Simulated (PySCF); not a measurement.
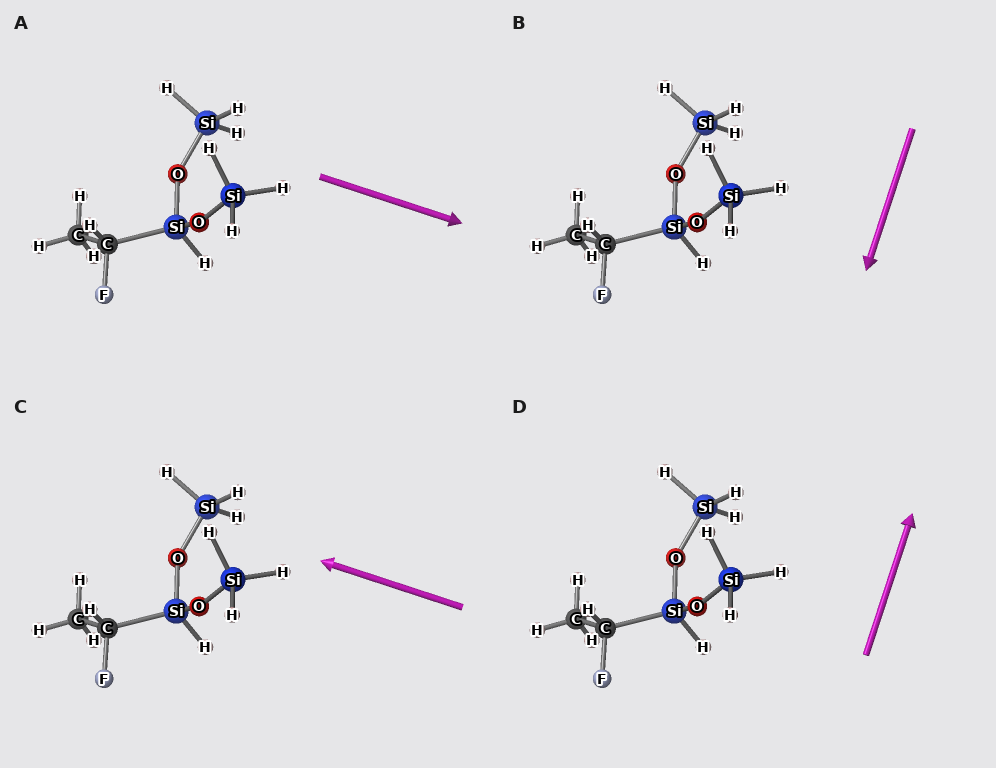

The same molecule four times, each with an arrow. The computed structure is the end point of a GFN2-xTB optimisation. No frequency run is at hand to confirm it as a minimum. Level of theory: PBE0/pcSseg-1, gas phase (PySCF 2.14.0).

Which arrow points along the dipole moment, from the negative to the positive end?

Answer. D. The dipole moment is 2.64 D.

The geometry is semi-empirical. Around Si such bond lengths and angles can be off by a tenth of an ångström or more and by several degrees, and values that hang on the shape move with them.
